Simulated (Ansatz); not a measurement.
# Quasi-harmonic thermodynamics of ReS (hypothetical, F-43m)

Wanted: α(T), C_P(T) and B(T) of ReS (hypothetical) in the quasi-harmonic approximation. The crystal structure is hypothetical: it was made by swapping elements on a known structure type.

Calculated with Ansatz 0.2.0; DFT PBEsol, scalar-relativistic, plane waves, PAW.

## 1. The starting structure

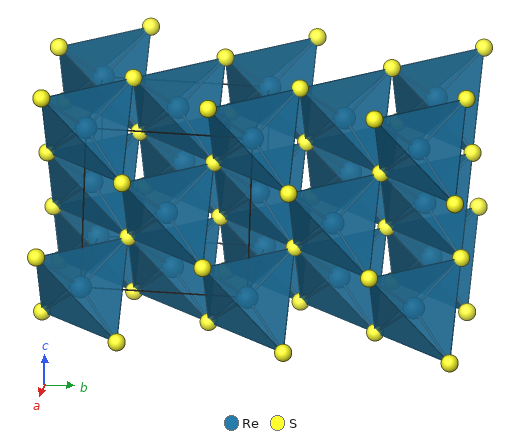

The starting structure, seen slightly off an axis (rhenium blue, sulfur yellow). 1×2×1 cells are drawn. This picture shows the conventional cell, with its axes. Some periodic images of atoms are drawn too.

## 2. Probe on a coarse mesh

Before spending time, one coarse run tells the gap and the pressure of the starting cell.

input.yaml

```yaml
crystal:
  lattice:
    - [0.0, 2.93757, 2.93757]
    - [2.93757, 0.0, 2.93757]
    - [2.93757, 2.93757, 0.0]
  atoms:
    - { symbol: Re, position: [0.0, 0.0, 0.0] }
    - { symbol: S, position: [0.25, 0.25, 0.25] }
kpoints:
  mp_grid: { grid: [6, 6, 6] }
hamiltonian:
  xc: pbesol
scf:
  occupations: { method: gaussian, width: 0.1 }
output:
  forces: true
  stress: true
  eigenvalues: true
```

Run with:

```bash
ansatz run input.yaml --threads 4 --pin off --max-ram 8192MiB --backend cpu --events-out ev --progress --plain --runs-dir out
```

Numbers of over 12 decimals in the logs are rounded to 6 here.

What it wrote:

```text
Engine: ansatz 0.2.0, x86_64-unknown-linux-gnu
Pseudopotentials: kind: paw
Pseudopotential: Re, paw, valence charge 15, recommended cutoff 420 eV (normal), Re.paw.azcp
Pseudopotential: S, paw, valence charge 6, recommended cutoff 420 eV (normal), S.paw.azcp
Functional definition: PBEsol
  exchange = pbesol_x
  correlation = pbesol_c
Crystal: 2 atoms, lattice volume = 50.698 Å³
Basis set: ecut = 420 eV, 965 PW (Γ), exchange–correlation on 60×60×60 points (8 copies of the dense FFT grid, shifted against one another)
Bands: 15, of which v1, the nominal top of the filled ones, is band 11 counted from 1 (10 counted from 0)
Symmetry: 24 space group operations
Space group: F-43m (ITA 216), of the structure as read, at distance tolerance 3.7e-5 Å
k-points: 16 of 216 (time reversal used)
Non-local potential: Re, projectors of the file, l = 0: 3, l = 1: 2, l = 2: 2, l = 3: 1
Non-local potential: S, projectors of the file, l = 0: 2, l = 1: 2, l = 2: 2
PAW form: soft (Blöchl's): semilocal exchange-correlation on the pseudo side does not see the compensation charge
PAW frozen core: Re, regenerated for the run's functional, and the local potential with it (the file was generated under x = pbe(κ = 0.804, μ = 0.219515), c = pbe(β = 0.066725))
PAW frozen core: S, regenerated for the run's functional, and the local potential with it (the file was generated under x = pbe(κ = 0.804, μ = 0.219515), c = pbe(β = 0.066725))
PAW one-centre angular grid: Re, 590 points (default); XC on 64 Gauss nodes
PAW one-centre angular grid: S, 110 points (default); XC on 64 Gauss nodes
Initial density: superposition of atomic densities (neutral atoms: chi_scale 0, normalization atom), corrected by the library's trained network
Initial wavefunctions: pseudopotential atomic-orbital guess
Functional: x = pbesol(κ = 0.804, μ = 0.123457), c = pbesol(β = 0.046)
SCF iter   1: F=—  HF=-11619.455462 eV  |F-HF|=—  |Δ(HF+E_count)|=         —  Δρ=7.10e-3  dr2=4.18e-2  ethr=1.77e-3  ⟨swp⟩=5.1  Hψ=1245  notcnv=0
preconditioner: auto → LDOS  [metal: Δε(μ)=0.051 eV  Ē_g=7.311 eV  σ=0.100 eV  W_gap=0.27  n_scr=14 (ndim 8)  ℏωp=18.8 eV  f_vac=0.019  D(μ)=3.36/eV (n_scr^D=26)  β→1.0]
SCF iter   2: F=—  HF=-11619.448364 eV  |F-HF|=—  |Δ(HF+E_count)|=   7.10e-3  Δρ=3.33e-3  dr2=5.75e-3  ethr=1.99e-4  ⟨swp⟩=2.0  Hψ=504  notcnv=0  defer=5
SCF iter   3: F=—  HF=-11619.446929 eV  |F-HF|=—  |Δ(HF+E_count)|=   1.43e-3  Δρ=5.48e-4  dr2=2.95e-4  ethr=2.74e-5  ⟨swp⟩=2.0  Hψ=302  notcnv=0  defer=5
SCF iter   4: F=—  HF=-11619.446882 eV  |F-HF|=—  |Δ(HF+E_count)|=   4.69e-5  Δρ=9.63e-5  dr2=6.99e-6  ethr=1.40e-6  ⟨swp⟩=2.0  Hψ=285  notcnv=0  defer=5
SCF iter   5: F=—  HF=-11619.446882 eV  |F-HF|=—  |Δ(HF+E_count)|=   2.89e-7  Δρ=1.16e-5  dr2=7.76e-8  ethr=3.33e-8  ⟨swp⟩=2.1  Hψ=300  notcnv=0  defer=5
SCF iter   6: F=-11619.446882 eV  HF=-11619.446882 eV  |F-HF|=1.06e-8  |Δ(HF+E_count)|=   4.80e-8  Δρ=4.62e-6  dr2=1.66e-8  ethr=3.70e-10  ⟨swp⟩=3.5  Hψ=972  notcnv=0
SCF 1 converged in 6 iterations: F = -11619.446882 eV  dr2 = 1.66e-8
  greatest PAW one-centre occupation: 0.999 electrons in one spin orbital (limit 2), on the Re atom at site 0 (counted from 0), in its partial waves of l = 0
SCF converged after 6 iterations
Free energy (F): -11619.446882 eV
Harris-Foulkes:  -11619.446882 eV  (|F-HF|=1.06e-8)
Internal energy: -11619.429540 eV  (E = F + TS)
E sigma→0 (E₀):  -11619.438211 eV
Entropy (-TS):   -0.017342 eV (-8.671 meV/atom)
Fermi energy:    8.210065 eV
--- Per-component energies (eV) ---
  E_band       = -295.075961
  E_kinetic    = 633.350453
  E_local      = -1697.081884  (includes V_loc(G=0)·N_el)
  E_nonlocal   = 83.757211
  E_hartree    = 607.742183
  E_xc         = -488.386036
  E_vxc        = -380.065047  (∫ρ·V_xc dr)
  E_paw        = -9115.751016  (= ΣΔE_a)
  E_vpaw       = -150.526420  (= ΣTr[D̂ρ^β])
  E_aug_tail   = -0.000080  (compensation charges beyond the density's cutoff)
  E_ewald      = -1643.355583
  E_core_change = 0.295211  (= ΣΔE_core)
  E_smearing   = -0.017342  (= −TS)
  E_closure    = -0.000000  (closes the sum)
  Σ components = -11619.446882   (vs F -11619.446882, Δ=0.00e0)
--- Forces (eV/Å), atoms counted from 1 ---
  atom   1  Re    -0.00000000     0.00000000     0.00000000
  atom   2  S     -0.00000000     0.00000000    -0.00000000
  max |Σ_I F_I| component: 1.94e-16 eV/Å
--- Stress (GPa, compression-positive) ---
      -29.976172      -0.000000       0.000000
       -0.000000     -29.976172      -0.000000
        0.000000      -0.000000     -29.976172
  P = ⅓ Tr σ = -29.9762 GPa (-299.762 kbar)
--- Band table (eV; the first three rows and the last of 16) ---
  k-point 0: bands = [... 7 lower, 3.5729, 7.6213, 7.6213, 8.3046, 11.2022, 11.2022, 11.2022, 14.8751]
  k-point 1: bands = [... 7 lower, 3.6543, 7.5718, 7.5718, 9.0438, 10.4417, 10.9826, 10.9826, 14.1202]
  k-point 2: bands = [... 7 lower, 3.8009, 7.6646, 7.6646, 8.6035, 10.2748, 10.2748, 10.5400, 14.0680]
  k-point 15: bands = [... 7 lower, 4.3056, 6.8885, 7.4138, 8.1433, 8.7803, 9.4925, 13.5223, 13.8946]
```

Wall time 1.8 s (4 threads of Intel Xeon Platinum 8488C (Sapphire Rapids), shared host); peak memory 0.37 GiB.

This run has no spin polarisation although its electron count is odd.

This step gave:

```yaml
pressure: -29.98 GPa
volume_per_atom: 25.35 Å³
gap_on_the_k_mesh: 0 eV
```

The start is under -30 GPa at this level and looks like a metal on this mesh.

## 3. A loose first relaxation

The start is far from rest, so a relaxation with loose thresholds first brings it near the minimum.

Edit input.yaml of step 2 so:

```diff
@@ -18 +18,6 @@
   eigenvalues: true
+relax:
+  adjacent_minimum: "off"
+  f_tol: 0.05
+  max_steps: 80
+  cell: { stress_tol: 0.5 }
```

What it wrote:

```text
[...]
Crystal: 2 atoms, lattice volume = 50.698 Å³
Basis set: ecut = 420 eV, 965 PW (Γ), exchange–correlation on 60×60×60 points (8 copies of the dense FFT grid, shifted against one another)
Bands: 15, of which v1, the nominal top of the filled ones, is band 11 counted from 1 (10 counted from 0)
Symmetry: 24 space group operations
[...]
k-points: 16 of 216 (time reversal used)
[...]
SCF iter   1: F=—  HF=-11619.455462 eV  |F-HF|=—  |Δ(HF+E_count)|=         —  Δρ=7.10e-3  dr2=4.18e-2  ethr=1.77e-3  ⟨swp⟩=5.1  Hψ=1245  notcnv=0
[...]
SCF iter   6: F=-11619.446882 eV  HF=-11619.446882 eV  |F-HF|=1.06e-8  |Δ(HF+E_count)|=   4.81e-8  Δρ=4.62e-6  dr2=1.66e-8  ethr=3.70e-10  ⟨swp⟩=3.6  Hψ=971  notcnv=0
SCF 1 converged in 6 iterations: F = -11619.446882 eV  dr2 = 1.66e-8
[...]
relax step   1: F+E_penalty+E_count = -11619.44688184 eV  Δ(F+E_penalty+E_count) = +0.000e0 eV  max|allowed force component| = 5.320e-17 eV/Å  Δτ_max = 0.0000 Å  P = -29.976 GPa  Ω = 50.698 Å³  (6 SCF iters, dr2 threshold 1.00e-7 eV, accepted)
Crystal: 2 atoms, lattice volume = 43.639 Å³
Basis set: ecut = 420 eV, 869 PW (Γ), exchange–correlation on 60×60×60 points (8 copies of the dense FFT grid, shifted against one another)
[...]
iter 1 solved again at ethr=1.01e-4 eV; its pass at ethr=3.10e-3 eV (dr2=2.12e-2 eV) is discarded
[...]
SCF iter   7: F=-11620.711552 eV  HF=-11620.711552 eV  |F-HF|=2.89e-9  |Δ(HF+E_count)|=   1.65e-7  Δρ=6.19e-6  dr2=3.03e-8  ethr=9.52e-10  ⟨swp⟩=4.9  Hψ=976  notcnv=0
SCF 2 converged in 7 iterations: F = -11620.711552 eV  dr2 = 3.03e-8
relax step   2: F+E_penalty+E_count = -11620.71155236 eV  Δ(F+E_penalty+E_count) = -1.265e0 eV  max|allowed force component| = 2.082e-17 eV/Å  Δτ_max = 0.0000 Å  P = -26.088 GPa  Ω = 43.639 Å³  energy of the carried Pulay correction = +1.568e-3 eV  (7 SCF iters, dr2 threshold 2.00e-7 eV, accepted)
Crystal: 2 atoms, lattice volume = 37.268 Å³
Basis set: ecut = 420 eV, 725 PW (Γ), exchange–correlation on 60×60×60 points (8 copies of the dense FFT grid, shifted against one another)
[...]
SCF iter   6: F=-11621.515292 eV  HF=-11621.515292 eV  |F-HF|=7.28e-11  |Δ(HF+E_count)|=   2.09e-8  Δρ=1.20e-6  dr2=2.12e-10  ethr=2.47e-10  ⟨swp⟩=2.2  Hψ=803  notcnv=0
SCF 3 converged in 6 iterations: F = -11621.515292 eV  dr2 = 2.12e-10
relax step   3: F+E_penalty+E_count = -11621.51529197 eV  Δ(F+E_penalty+E_count) = -8.037e-1 eV  max|allowed force component| = 5.551e-17 eV/Å  Δτ_max = 0.0000 Å  P = -11.561 GPa  Ω = 37.268 Å³  energy of the carried Pulay correction = +3.200e-3 eV  (6 SCF iters, dr2 threshold 2.00e-7 eV, accepted)
[...]
relax step   4: F+E_penalty+E_count = -11621.57649575 eV  Δ(F+E_penalty+E_count) = -6.120e-2 eV  max|allowed force component| = 3.007e-17 eV/Å  Δτ_max = 0.0000 Å  P = +8.669 GPa  Ω = 33.402 Å³  energy of the carried Pulay correction = +4.311e-3 eV  (6 SCF iters, dr2 threshold 2.00e-7 eV, accepted)
[...]
relax step   5: F+E_penalty+E_count = -11621.61190167 eV  Δ(F+E_penalty+E_count) = -3.541e-2 eV  max|allowed force component| = 3.701e-17 eV/Å  Δτ_max = 0.0000 Å  P = -0.143 GPa  Ω = 34.802 Å³  energy of the carried Pulay correction = +3.897e-3 eV  (6 SCF iters, dr2 threshold 2.00e-7 eV, accepted)
Basis set: ecut = 420 eV, 701 PW (Γ), exchange–correlation on 50×50×50 points (8 copies of the dense FFT grid, shifted against one another)
[...]
SCF iter   6: F=-11621.609184 eV  HF=-11621.609184 eV  |F-HF|=5.46e-12  |Δ(HF+E_count)|=  5.46e-12  Δρ=5.70e-8  dr2=6.88e-13  ethr=1.00e-12  ⟨swp⟩=2.0  Hψ=694  notcnv=0
SCF 6 converged in 6 iterations: F = -11621.609184 eV  dr2 = 6.88e-13
relax step   6: F+E_penalty+E_count = -11621.60918397 eV  Δ(F+E_penalty+E_count) = +2.718e-3 eV  max|allowed force component| = 3.007e-17 eV/Å  Δτ_max = 0.0000 Å  P = -0.175 GPa  Ω = 34.802 Å³  stress off target by 1.75e-1 GPa  SCF on the basis re-selected at this cell (its energy is not comparable with the rows above)  (6 SCF iters)
basis re-selected at this cell: Δ(F+E_penalty+E_count) = +2.718e-3 eV, ΔP = -0.032 GPa vs the last step (what re-selecting the basis moved, of the pressure what is left beyond the Pulay correction that the steps carried, after the strain that the cell walked since its last selection, with what the two solves' SCF thresholds leave and, on support functions, any second-order correction that the steps lacked; it is no measure of the basis error at this ecutwfc). The dense FFT grid was sized anew with the basis: this SCF ran on 25×25×25 points, the steps before it on 30×30×30, so part of this shift can come from that change (see relax.cell in the input reference). [rest of the remark cut]
SCF converged after 6 iterations
Free energy (F): -11621.609184 eV
[...]
Internal energy: -11621.597012 eV  (E = F + TS)
E sigma→0 (E₀):  -11621.603098 eV
Entropy (-TS):   -0.012172 eV (-6.086 meV/atom)
Fermi energy:    14.009679 eV
[...]
--- Stress (GPa, compression-positive) ---
       -0.175214       0.000000       0.000000
        0.000000      -0.175214       0.000000
        0.000000       0.000000      -0.175214
  P = ⅓ Tr σ = -0.1752 GPa (-1.752 kbar)
--- Band table (eV; the first three rows and the last of 16) ---
  k-point 0: bands = [... 7 lower, 7.7026, 12.8527, 12.8527, 15.3302, 18.9771, 18.9771, 18.9771, 22.3731]
  k-point 1: bands = [... 7 lower, 7.8588, 12.7411, 12.7411, 16.2798, 17.8547, 18.8911, 18.8911, 21.0074]
  k-point 2: bands = [... 7 lower, 8.1228, 12.9356, 12.9356, 14.7874, 17.5791, 17.5791, 18.0017, 21.2277]
  k-point 15: bands = [... 7 lower, 9.3280, 11.3937, 12.6843, 14.0017, 15.1323, 16.4244, 21.9268, 22.3010]
--- Relaxed structure (5 steps of the walk, 5 accepted, 1 SCFs on fresh bases) ---
  F+E_penalty+E_count = -11621.60918397 eV   max|allowed force component| = 3.007e-17 eV/Å   (the final SCF, on the basis selected at the relaxed cell)
  cell:  # Å, volume = 34.8022 Å³
    - [0, 2.591347, 2.591347]
    - [2.591347, 0, 2.591347]
    - [2.591347, 2.591347, 0]
  atoms:
    - { symbol: Re, position: [0, 0, 0] }
    - { symbol: S, position: [0.25, 0.25, 0.25] }
```

The job ended after 4.2 s (4 threads; peak memory 0.37 GiB).

Relaxation path:

| step | energy less that of the first step (eV) | largest force component (eV/Å) | pressure (GPa) | volume (Å³) |
| --- | --- | --- | --- | --- |
| 1 | 0.0000 | 0.0000 | -29.98 | 50.70 |
| 2 | -1.2647 | 0.0000 | -26.09 | 43.64 |
| 3 | -2.0684 | 0.0000 | -11.56 | 37.27 |
| 4 | -2.1296 | 0.0000 | 8.67 | 33.40 |
| 5 | -2.1650 | 0.0000 | -0.14 | 34.80 |
| 6* | -2.1623 | 0.0000 | -0.18 | 34.80 |

Relaxation steps marked * repeat the geometry before them on a plane-wave basis chosen anew for their cell, so energy and pressure can jump there.

The run keeps the 24 symmetry operations that it works with, so distortions that break them were not tested.

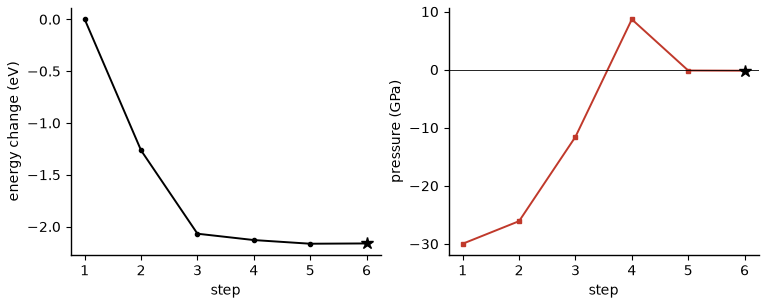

Energy and pressure along the relaxation. Stars mark steps on a basis chosen anew.

| conventional cell, symmetrised | before | after | change |
| --- | --- | --- | --- |
| a (Å) | 5.875 | 5.183 | -11.8 % |
| b (Å) | 5.875 | 5.183 | -11.8 % |
| c (Å) | 5.875 | 5.183 | -11.8 % |
| volume (Å³/atom) | 25.35 | 17.40 | -31.4 % |

Final coordinates:

```xyz
2
Lattice="0.0000 2.5913 2.5913 2.5913 0.0000 2.5913 2.5913 2.5913 0.0000" Properties=species:S:1:pos:R:3 pbc="T T T"
Re    0.0000    0.0000    0.0000
S     1.2957    1.2957    1.2957
```

Numbers from this step:

- pressure: -0.1752 GPa
- volume per atom: 17.40 Å³

The relaxation ends with a pressure of -0.18 GPa.

## 4. Finding the static equilibrium

The vibrations must be taken about the equilibrium of this functional, not about the starting cell, so the structure is relaxed.

input.yaml, the sections that differ from step 3:

```yaml
crystal:
  lattice:
    - [0.0, 2.5913473013, 2.5913473013]
    - [2.5913473013, 0.0, 2.5913473013]
    - [2.5913473013, 2.5913473013, 0.0]
  atoms:
    - { symbol: Re, position: [0.0, 0.0, 0.0] }
    - { symbol: S, position: [0.25, 0.25, 0.25] }
kpoints:
  mp_grid: { grid: [14, 14, 14] }
relax:
  adjacent_minimum: "off"
  f_tol: 0.005
  max_steps: 80
  cell: { stress_tol: 0.05 }
# hamiltonian, scf, output: as in step 3
```

What it wrote:

```text
[...]
Crystal: 2 atoms, lattice volume = 34.802 Å³
Basis set: ecut = 420 eV, 701 PW (Γ), exchange–correlation on 50×50×50 points (8 copies of the dense FFT grid, shifted against one another)
Bands: 15, of which v1, the nominal top of the filled ones, is band 11 counted from 1 (10 counted from 0)
Symmetry: 24 space group operations
[...]
k-points: 104 of 2744 (time reversal used)
[...]
k-point 103: bands = [... 7 lower, 9.3221, 11.3427, 12.5985, 13.9976, 15.2524, 16.7678, 21.8752, 22.2032]
--- Relaxed structure (2 steps of the walk, 2 accepted, 1 SCFs on fresh bases) ---
[...]
cell:  # Å, volume = 34.8346 Å³
    - [0, 2.592152, 2.592152]
    - [2.592152, 0, 2.592152]
    - [2.592152, 2.592152, 0]
  atoms:
    - { symbol: Re, position: [0, 0, 0] }
    - { symbol: S, position: [0.25, 0.25, 0.25] }
[key lines of the parts left out:]
SCF converged after 5 iterations
Free energy (F): -11621.564817 eV
Fermi energy:    14.037461 eV
P = ⅓ Tr σ = -0.0155 GPa (-0.155 kbar)
```

The job ended after 5.9 s (4 threads; peak memory 0.48 GiB; 21 s of CPU time).

Little changed from the start: no atom moved by 0.005 Å and no cell edge by 0.1 %.

This step gave:

- pressure: -0.01547 GPa
- volume per atom: 17.42 Å³

(Part 1 of 3 ends here.)

[Logs are printed without paths, hosts, clocks, repeated set-up lines and the standing remarks that a program may print on its own settings, such as how far it seeks lower states.]

[Hosts, paths, dates, database ids (printed as entryN), source tags and the programs' standing remarks are cut or masked in the printed files.]

[A step with changed settings may run another functional than the one named; its input shows which.]
